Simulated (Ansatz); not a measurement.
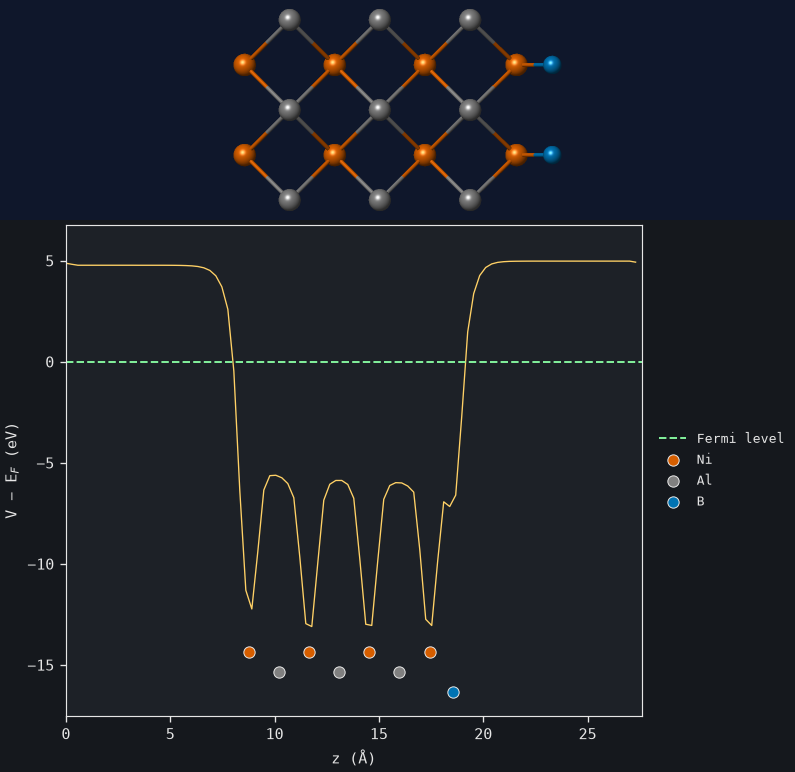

Plane-averaged electrostatic potential energy of an electron across the slab; circles at the bottom mark the heights of the atoms (positions after relaxation). The structure is drawn too.

Structure: a (100) slab cut from AlNi (Pm-3m), of composition Al3Ni4B (not the bulk's), ended by Ni planes, 8 atoms in the cell; a = 2.86 Å, b = 2.86 Å, c = 27.59 Å, α = 90.00°, β = 90.00°, γ = 90.00°.

Level of theory: DFT PBEsol, scalar-relativistic, plane waves, PAW, no spin polarisation, 10×10×1 k mesh, 420 eV cutoff, Gaussian smearing of 0.1 eV; code Ansatz.

Question: What is the work function?

Answer: The work function is 4.98 eV at the right face and 4.77 eV at the left.

Question: Do the two faces differ, and what does that say about the slab's dipole?

Answer: The vacuum levels differ by 0.20 eV, so the slab carries a dipole along its normal. Some atoms were held fixed in the relaxation, which can itself make the faces differ.

Question: How thick are slab and vacuum?

Answer: The outermost atoms are 9.8 Å apart, which leaves 17.8 Å of vacuum in a cell 27.6 Å high.

The run has no spin polarisation, so a magnetic state may lie lower.
